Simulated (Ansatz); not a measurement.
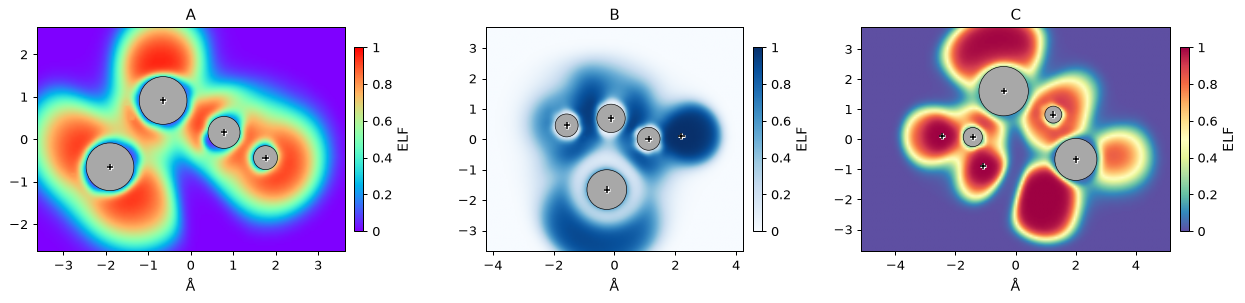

The electron localisation function of 3 systems, each on a plane through atoms (crosses mark nuclei in the plane; grey discs cover the cores).

All numbers below come from Ansatz, isolated molecule in a Gaussian basis; Kohn-Sham density functional theory, functional PBE0.

System 1: GeH5NOSi (SMILES [NH2]/[Ge-]=[O+]\[SiH3]), the plane of atoms H5, N2 and H6. Geometry: PBE-D3(BJ)/def2-SVP.

```yaml
atoms:
  - { symbol: Ge, position_ang: [-0.6425, 1.1679, -0.7550] }
  - { symbol: N, position_ang: [0.7738, 1.2414, -1.9312] }
  - { symbol: O, position_ang: [-0.2294, -0.4088, 0.0723] }
  - { symbol: Si, position_ang: [0.9193, -1.6203, 0.0911] }
  - { symbol: H, position_ang: [0.8752, 2.0081, -2.6026] }
  - { symbol: H, position_ang: [1.5090, 0.5344, -2.0416] }
  - { symbol: H, position_ang: [1.7069, -1.6717, -1.2009] }
  - { symbol: H, position_ang: [1.8990, -1.4081, 1.2153] }
  - { symbol: H, position_ang: [0.2464, -2.9522, 0.2757] }
```

System 2: COS2 (SMILES O=C=S=S), the molecular plane. Geometry: PBE0-D4/def2-TZVP.

```
atom    x (Å)   y (Å)    z (Å)
   C  -1.7839  2.1444  -1.6827
   O  -2.3587  1.6458  -2.5369
   S  -0.8889  2.7937  -0.4985
   S   0.8433  1.8263  -0.7544
```

System 3: C2H3BSn (SMILES [CH]1=[Sn]2[CH2][B]12), the plane of atoms C2, B3 and Sn4. Geometry: B3LYP-D3(BJ)/def2-SVP; core potentials replace the inner electrons of Sn.

| atom | x (Å) | y (Å) | z (Å) |
| --- | --- | --- | --- |
| C | -1.3841 | -0.4221 | -0.9634 |
| C | -0.3433 | 0.3487 | 1.4415 |
| B | -1.2815 | -0.1434 | 0.4119 |
| Sn | 0.6607 | 0.2736 | -0.8358 |
| H | -2.0215 | -0.7750 | -1.7671 |
| H | 0.1535 | -0.3407 | 2.1343 |
| H | -0.4101 | 1.3720 | 1.8292 |

Which map belongs to which system?

Panel A is system 2, COS2: the plane holds C, O and S. C–O (1.14 Å): the ELF peaks at about 0.85 between the atoms: a multiple bond. Panel B is system 3, C2H3BSn: the plane holds C, B, Sn and H. C–B (1.41 Å): the ELF peaks at about 0.90 between the atoms, as expected for localised, covalent bonding. Panel C is system 1, GeH5NOSi: the plane holds Ge, N, O, Si and H. Si–O (1.67 Å): the ELF peaks at about 0.85 between the atoms, as expected for a shared but strongly polarised pair.
